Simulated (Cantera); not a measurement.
Feed: 1 mol HgO, 60 mol N2, a varied amount of H2, held at 1550 K and 0.000180 bar.

These are equilibrium values from Cantera (NASA tables, ideal gas, pure condensed phases), not measurements of a reactor. Candidate condensed phases: H2O, Hg, HgO; 25 gas species. Equilibrium is a limit: real reactors are often held back by kinetics, nucleation or transport.

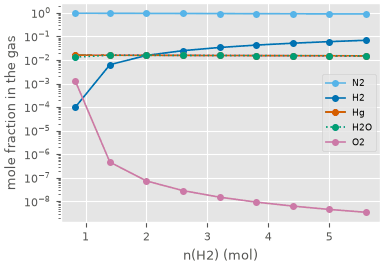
Equilibrium gas composition (values under 1e-9 drawn at 1e-9)

From 0.83 mol H2 to 5.6 mol H2 nothing is condensed. The main Hg-bearing gas is Hg throughout.
